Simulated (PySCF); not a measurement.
# Pd, Pd⁺: ionisation energy in x2c-QZVPPall plus 1 even-tempered diffuse shell per l, part 2 of 2

Aim: the ionisation energy of palladium from differences of total energies, at each level of theory, and how far each lands from the tabulated value where there is one.

PySCF 2.14.0; x2c-QZVPPall plus 1 even-tempered diffuse shell per l, scalar relativity by spin-free X2C-1e. The scripts are equivalent inputs of a driver's runs. Earlier steps stand in the parts before.

### Step 3. Pd⁺: the ladder of methods

#### UHF

Input file input.py:

```python
from pyscf import gto, scf, dft, mp, cc
import basis_set_exchange as bse
mol = gto.M(atom="Pd 0 0 0", charge=1, spin=1, symmetry="D2h",
            basis=gto.basis.parse(bse.get_basis("x2c-QZVPPall", elements=["Pd"], fmt="nwchem", header=False, augment_diffuse=1)),
            nucmod="G")
mf = scf.UHF(mol).sfx2c1e()
mf.irrep_nelec = {'Ag': (8, 7), 'B1g': (2, 2), 'B2g': (2, 2), 'B3g': (2, 2), 'B1u': (3, 3), 'B2u': (3, 3), 'B3u': (3, 3)}
mf.kernel()
```

What it wrote:

```text
damping factor = 0
level_shift factor = 0
DIIS = <class 'pyscf.scf.diis.CDIIS'>
diis_start_cycle = 1
diis_space = 10
diis_damp = 0
SCF conv_tol = 1e-09
SCF conv_tol_grad = None
number electrons alpha = 23  beta = 22
cycle= 1 E= -5042.57161819901  delta_E= -0.00574  |g|= 0.0296  |ddm|= 0.0445
cycle= 2 E= -5042.57191452096  delta_E= -0.000296  |g|= 0.00825  |ddm|= 0.0158
cycle= 3 E= -5042.57199974731  delta_E= -8.52e-05  |g|= 0.00394  |ddm|= 0.0128
cycle= 4 E= -5042.57203116922  delta_E= -3.14e-05  |g|= 0.00288  |ddm|= 0.00733
cycle= 5 E= -5042.57206094142  delta_E= -2.98e-05  |g|= 0.00132  |ddm|= 0.0112
cycle= 6 E= -5042.5720689937  delta_E= -8.05e-06  |g|= 0.000386  |ddm|= 0.00804
cycle= 7 E= -5042.57206957947  delta_E= -5.86e-07  |g|= 0.00015  |ddm|= 0.00181
cycle= 8 E= -5042.57206964886  delta_E= -6.94e-08  |g|= 6.06e-05  |ddm|= 0.000517
cycle= 9 E= -5042.57206966066  delta_E= -1.18e-08  |g|= 1.21e-05  |ddm|= 0.000255
cycle= 10 E= -5042.57206966098  delta_E= -3.22e-10  |g|= 2.66e-06  |ddm|= 3.88e-05
converged SCF energy = -5042.57206966098  <S^2> = 0.75749196  2S+1 = 2.007478
```

CPU time 9.4 s on a shared host, the integrals not counted.

The occupied shells:

```
shell  electrons  mean orbital energy (eV)  spread (eV)  rms radius (bohr)
 1s β          1                  -24486.4            0             0.0365
 1s α          1                  -24486.4            0             0.0365
 2s α          1                   -3668.8            0              0.150
 2s β          1                   -3668.4            0              0.150
 2p α          3                   -3284.9        0.326              0.133
 2p β          3                   -3284.6        0.038              0.133
 3s α          1                   -706.87            0              0.403
 3s β          1                   -706.71            0              0.403
 3p α          3                   -577.23        0.596              0.406
 3p β          3                   -577.05        0.439              0.406
 3d α          5                   -371.27        0.736              0.389
 3d β          5                   -370.83        1.197              0.389
 4s α          1                   -117.35            0               1.02
 4s β          1                   -115.54            0               1.02
 4p α          3                   -78.255        1.521               1.12
 4p β          3                   -75.963        1.196               1.12
 4d α          5                   -21.138        1.902               1.59
 4d β          4                   -20.104        1.372               1.59
```

⟨S²⟩ = 0.757, ⟨L²⟩ = 6.05.

Spin-orbit constants on these orbitals (cm⁻¹; bare nucleus, screened nucleus, mean field): 4d 1938, 1516, n/a. To first order in LS coupling the lowest level has J = 5/2 and lies 0.188 eV below the centre of the term.

#### LDA

Changes to input.py:

```diff
@@ -5,3 +5,3 @@
             nucmod="G")
-mf = scf.UHF(mol).sfx2c1e()
+mf = dft.UKS(mol, xc="LDA,VWN").sfx2c1e()
 mf.irrep_nelec = {'Ag': (8, 7), 'B1g': (2, 2), 'B2g': (2, 2), 'B3g': (2, 2), 'B1u': (3, 3), 'B2u': (3, 3), 'B3u': (3, 3)}
```

What it wrote:

```text
damping factor = 0
level_shift factor = 0
DIIS = <class 'pyscf.scf.diis.CDIIS'>
diis_start_cycle = 1
diis_space = 10
diis_damp = 0
SCF conv_tol = 1e-09
SCF conv_tol_grad = None
number electrons alpha = 23  beta = 22
XC functionals = LDA,VWN
    P. A. M. Dirac.,  Math. Proc. Cambridge Philos. Soc. 26, 376 (1930)
    F. Bloch.,  Z. Phys. 57, 545 (1929)
    S. H. Vosko, L. Wilk, and M. Nusair.,  Can. J. Phys. 58, 1200 (1980)
cycle= 1 E= -5039.67181365063  delta_E= -0.0384  |g|= 0.138  |ddm|= 0.245
cycle= 2 E= -5039.66797699849  delta_E= 0.00384  |g|=  0.2  |ddm|= 0.121
cycle= 3 E= -5039.67495918782  delta_E= -0.00698  |g|= 0.0154  |ddm|= 0.0745
cycle= 4 E= -5039.67500073903  delta_E= -4.16e-05  |g|= 0.00181  |ddm|= 0.0114
cycle= 5 E= -5039.67500180011  delta_E= -1.06e-06  |g|= 0.000129  |ddm|= 0.00212
cycle= 6 E= -5039.6750018093  delta_E= -9.19e-09  |g|= 2.83e-05  |ddm|= 0.000238
cycle= 7 E= -5039.67500180983  delta_E= -5.34e-10  |g|= 1.11e-05  |ddm|= 7.41e-05
converged SCF energy = -5039.67500180983  <S^2> = 0.75289869  2S+1 = 2.0028966
```

CPU time 2.7 s on a shared host, the integrals not counted.

#### PBE

Changes to input.py:

```diff
@@ -5,3 +5,3 @@
             nucmod="G")
-mf = dft.UKS(mol, xc="LDA,VWN").sfx2c1e()
+mf = dft.UKS(mol, xc="PBE").sfx2c1e()
 mf.irrep_nelec = {'Ag': (8, 7), 'B1g': (2, 2), 'B2g': (2, 2), 'B3g': (2, 2), 'B1u': (3, 3), 'B2u': (3, 3), 'B3u': (3, 3)}
```

What it wrote:

```text
damping factor = 0
level_shift factor = 0
DIIS = <class 'pyscf.scf.diis.CDIIS'>
diis_start_cycle = 1
diis_space = 10
diis_damp = 0
SCF conv_tol = 1e-09
SCF conv_tol_grad = None
number electrons alpha = 23  beta = 22
XC functionals = PBE
    J. P. Perdew, K. Burke, and M. Ernzerhof.,  Phys. Rev. Lett. 77, 3865 (1996)
    J. P. Perdew, K. Burke, and M. Ernzerhof.,  Phys. Rev. Lett. 78, 1396 (1997)
    J. P. Perdew, K. Burke, and M. Ernzerhof.,  Phys. Rev. Lett. 77, 3865 (1996)
    J. P. Perdew, K. Burke, and M. Ernzerhof.,  Phys. Rev. Lett. 78, 1396 (1997)
cycle= 1 E= -5044.6221724736  delta_E= -0.0258  |g|= 0.0917  |ddm|= 0.22
cycle= 2 E= -5044.62013858403  delta_E= 0.00203  |g|= 0.146  |ddm|= 0.0933
cycle= 3 E= -5044.6241087331  delta_E= -0.00397  |g|= 0.00692  |ddm|= 0.0525
cycle= 4 E= -5044.62412205455  delta_E= -1.33e-05  |g|= 0.00124  |ddm|= 0.00782
cycle= 5 E= -5044.62412264136  delta_E= -5.87e-07  |g|= 0.000208  |ddm|= 0.00148
cycle= 6 E= -5044.62412270184  delta_E= -6.05e-08  |g|= 5.84e-05  |ddm|= 0.000819
cycle= 7 E= -5044.62412270324  delta_E= -1.39e-09  |g|= 1.06e-05  |ddm|= 0.000101
cycle= 8 E= -5044.62412270327  delta_E= -3.37e-11  |g|= 1.14e-06  |ddm|= 5.03e-06
converged SCF energy = -5044.62412270327  <S^2> = 0.7557867  2S+1 = 2.0057784
```

It used 4.3 s of CPU time after the integrals (shared host).

#### PBE0

Changes to input.py:

```diff
@@ -5,3 +5,3 @@
             nucmod="G")
-mf = dft.UKS(mol, xc="PBE").sfx2c1e()
+mf = dft.UKS(mol, xc="PBE0").sfx2c1e()
 mf.irrep_nelec = {'Ag': (8, 7), 'B1g': (2, 2), 'B2g': (2, 2), 'B3g': (2, 2), 'B1u': (3, 3), 'B2u': (3, 3), 'B3u': (3, 3)}
```

What it wrote:

```text
damping factor = 0
level_shift factor = 0
DIIS = <class 'pyscf.scf.diis.CDIIS'>
diis_start_cycle = 1
diis_space = 10
diis_damp = 0
SCF conv_tol = 1e-09
SCF conv_tol_grad = None
number electrons alpha = 23  beta = 22
XC functionals = PBE0
    C. Adamo and V. Barone.,  J. Chem. Phys. 110, 6158 (1999)
    M. Ernzerhof and G. E. Scuseria.,  J. Chem. Phys. 110, 5029 (1999)
cycle= 1 E= -5044.69828557257  delta_E= -0.0158  |g|= 0.0395  |ddm|= 0.142
cycle= 2 E= -5044.69838103565  delta_E= -9.55e-05  |g|= 0.0336  |ddm|= 0.026
cycle= 3 E= -5044.69855726449  delta_E= -0.000176  |g|= 0.00881  |ddm|= 0.0151
cycle= 4 E= -5044.69857837667  delta_E= -2.11e-05  |g|= 0.00117  |ddm|= 0.00606
cycle= 5 E= -5044.69858337342  delta_E= -5e-06  |g|= 0.000497  |ddm|= 0.00514
cycle= 6 E= -5044.6985845168  delta_E= -1.14e-06  |g|= 5.15e-05  |ddm|= 0.00365
cycle= 7 E= -5044.69858452547  delta_E= -8.67e-09  |g|= 9.02e-06  |ddm|= 0.000287
cycle= 8 E= -5044.69858452566  delta_E= -1.86e-10  |g|= 2.32e-06  |ddm|= 3.42e-05
converged SCF energy = -5044.69858452566  <S^2> = 0.75520493  2S+1 = 2.0051982
```

CPU time 7.9 s on a shared host, the integrals not counted.

#### r2SCAN

Changes to input.py:

```diff
@@ -5,3 +5,3 @@
             nucmod="G")
-mf = dft.UKS(mol, xc="PBE0").sfx2c1e()
+mf = dft.UKS(mol, xc="R2SCAN").sfx2c1e()
 mf.irrep_nelec = {'Ag': (8, 7), 'B1g': (2, 2), 'B2g': (2, 2), 'B3g': (2, 2), 'B1u': (3, 3), 'B2u': (3, 3), 'B3u': (3, 3)}
```

What it wrote:

```text
damping factor = 0
level_shift factor = 0
DIIS = <class 'pyscf.scf.diis.CDIIS'>
diis_start_cycle = 1
diis_space = 10
diis_damp = 0
SCF conv_tol = 1e-09
SCF conv_tol_grad = None
number electrons alpha = 23  beta = 22
XC functionals = R2SCAN
    J. W. Furness, A. D. Kaplan, J. Ning, J. P. Perdew, and J. Sun.,  J. Phys. Chem. Lett. 11, 8208-8215 (2020)
    J. W. Furness, A. D. Kaplan, J. Ning, J. P. Perdew, and J. Sun.,  J. Phys. Chem. Lett. 11, 9248-9248 (2020)
    J. W. Furness, A. D. Kaplan, J. Ning, J. P. Perdew, and J. Sun.,  J. Phys. Chem. Lett. 11, 8208-8215 (2020)
    J. W. Furness, A. D. Kaplan, J. Ning, J. P. Perdew, and J. Sun.,  J. Phys. Chem. Lett. 11, 9248-9248 (2020)
cycle= 1 E= -5045.02595473824  delta_E= -0.0154  |g|= 0.0484  |ddm|= 0.163
cycle= 2 E= -5045.02594739723  delta_E= 7.34e-06  |g|= 0.0509  |ddm|= 0.0394
cycle= 3 E= -5045.02636652106  delta_E= -0.000419  |g|= 0.0107  |ddm|= 0.0217
cycle= 4 E= -5045.02639344797  delta_E= -2.69e-05  |g|= 0.00135  |ddm|= 0.00714
cycle= 5 E= -5045.02639677843  delta_E= -3.33e-06  |g|= 0.000466  |ddm|= 0.0053
cycle= 6 E= -5045.02639718774  delta_E= -4.09e-07  |g|= 2.85e-05  |ddm|= 0.00252
cycle= 7 E= -5045.02639718843  delta_E= -6.88e-10  |g|= 6.19e-06  |ddm|= 9.75e-05
converged SCF energy = -5045.02639718843  <S^2> = 0.76145354  2S+1 = 2.0114209
```

It used 8.5 s of CPU time after the integrals (shared host).

#### MP2 (valence)

Changes to input.py:

```diff
@@ -5,4 +5,5 @@
             nucmod="G")
-mf = dft.UKS(mol, xc="R2SCAN").sfx2c1e()
+mf = scf.UHF(mol).sfx2c1e()
 mf.irrep_nelec = {'Ag': (8, 7), 'B1g': (2, 2), 'B2g': (2, 2), 'B3g': (2, 2), 'B1u': (3, 3), 'B2u': (3, 3), 'B3u': (3, 3)}
 mf.kernel()
+mp.UMP2(mf, frozen=18).kernel()
```

No log was kept for this step.

CPU time 2.6 s on a shared host, the integrals not counted.

With 9 electrons correlated, the MP2 correlation energy is -0.29824 hartree (-0.10527 same spin, -0.19297 opposite spin); the SCS form gives -0.26665. Largest pairs of shells: 4d-4d -0.2982.

#### MP2 (valence and next inner shell)

Changes to input.py:

```diff
@@ -8,2 +8,2 @@
 mf.kernel()
-mp.UMP2(mf, frozen=18).kernel()
+mp.UMP2(mf, frozen=14).kernel()
```

This step left no log, only its results.

CPU time 3 s on a shared host, the integrals not counted.

With 17 electrons correlated, the MP2 correlation energy is -0.61519 hartree (-0.19445 same spin, -0.42074 opposite spin); the SCS form gives -0.56970. Largest pairs of shells: 4d-4d -0.2982, 4p-4d -0.1908, 4p-4p -0.0555, 4s-4d -0.0371, 4s-4p -0.0287.

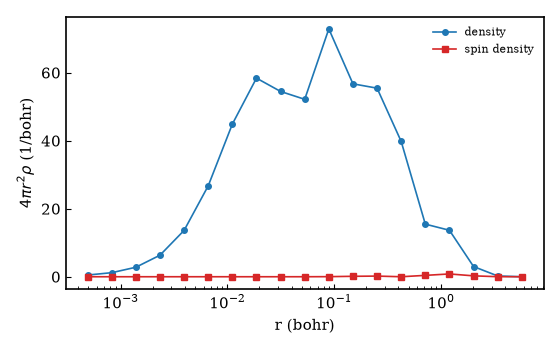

Radial density 4πr²ρ of Pd⁺ at UHF, without picture-change correction, at 19 stored radii joined by straight lines.

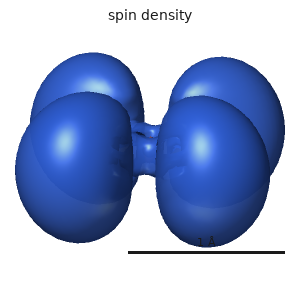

Spin density of Pd⁺ at PBE0: surfaces at ±0.21 e/Å³ (blue: excess of up spin, orange: of down spin); z points up.

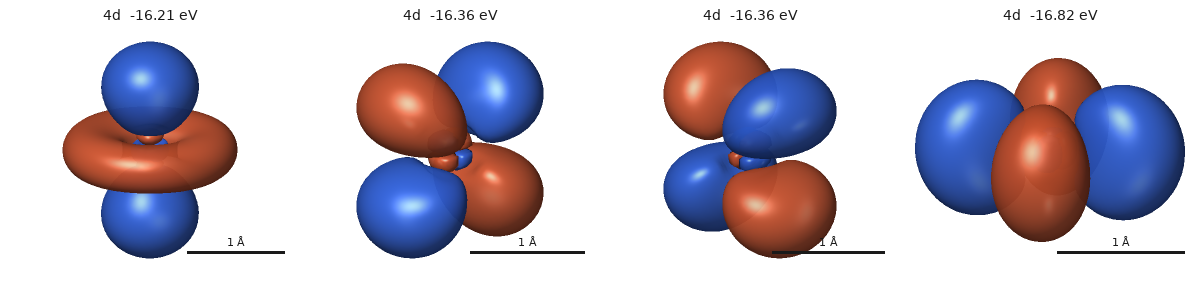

The highest occupied up-spin orbitals of Pd⁺ at PBE0, each at the surface that holds about 70 % of its density; the colours give the sign, and each panel has its own scale.

### Step 4. How the shells move

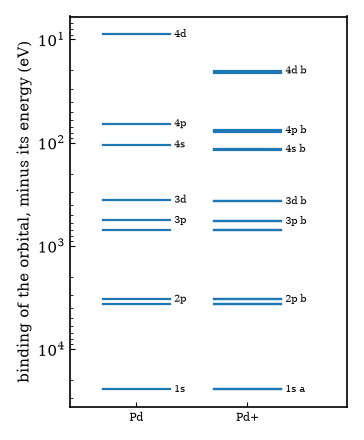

Hartree-Fock orbital energies of the states on a logarithmic scale (a, b: spin up and down; * marks an excited configuration).

### Step 5. The energy differences

Ionisation energy: Pd [Kr] 4d10 (1S) → Pd⁺ [Kr] 4d9 (2D).

```csv
method,value (eV),error (eV),"CPU time, both states (s)"
UHF,6.250,-2.263,16
LDA,9.299,+0.787,5.6
PBE,8.854,+0.341,8.2
PBE0,8.437,-0.076,15
r2SCAN,8.481,-0.031,17
MP2 (valence),8.746,+0.234,21
SCS-MP2 (valence),8.497,-0.016,21
MP2 (valence and next inner shell),8.970,+0.458,22
SCS-MP2 (valence and next inner shell),8.623,+0.110,22
```

Reference: 8.512 eV (measured; NIST levels, between the centres of gravity of the two terms).

Times are CPU seconds on a shared host without the integrals; correlated rows include their Hartree-Fock run, whose time holds the symmetry-adapted start and any spin-orbit constants, while functionals begin from orbitals already made.

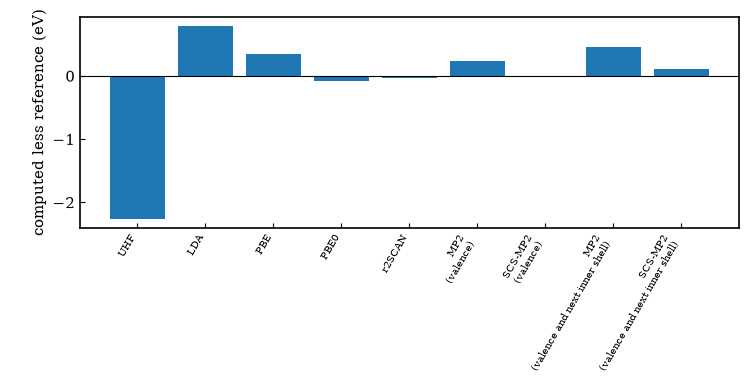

Computed less reference values by method.

### Step 6. Outcome

The summary covers parts 1 to 2.

```
             quantity                                                                    value
ionisation energy, Pd  UHF 6.250, MP2 (valence and next inner shell) 8.970 eV; reference 8.512
```

Accuracy against cost (mean over 1 difference):

```
                                method  mean absolute miss against the measured value (with the measured fine structure taken into account where it is known) (eV)  CPU time, both states (s)
                                   UHF                                                                                                                       2.263                         16
                                   LDA                                                                                                                       0.787                        5.6
                                   PBE                                                                                                                       0.341                        8.2
                                  PBE0                                                                                                                       0.076                         15
                                r2SCAN                                                                                                                       0.031                         17
                         MP2 (valence)                                                                                                                       0.234                         21
                     SCS-MP2 (valence)                                                                                                                       0.016                         21
    MP2 (valence and next inner shell)                                                                                                                       0.458                         22
SCS-MP2 (valence and next inner shell)                                                                                                                       0.110                         22
```

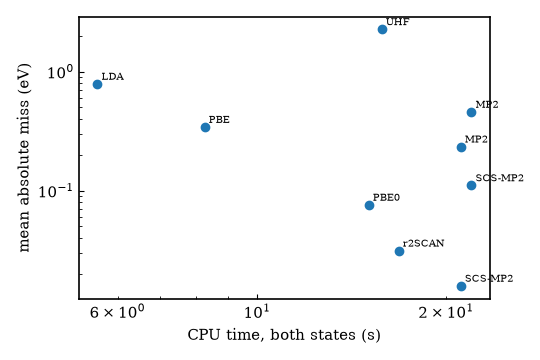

Miss against the measured value (with the measured fine structure taken into account where it is known) and CPU time.

What this shows: SCS-MP2 (valence) lands nearest to the measured value (off by 0.02 eV), level with r2SCAN; UHF misses by most (2.26 eV). Hartree-Fock falls short because the species with more electrons holds more correlation energy, which it lacks. PBE is off by +0.34 eV. All values hold for this basis alone; no basis-set limit was taken. The dearest level timed, MP2 (valence and next inner shell), costs 3.9 times the cheapest, LDA, and differs from the measured value (with the measured fine structure taken into account where it is known) by 0.46 against 0.79 eV.
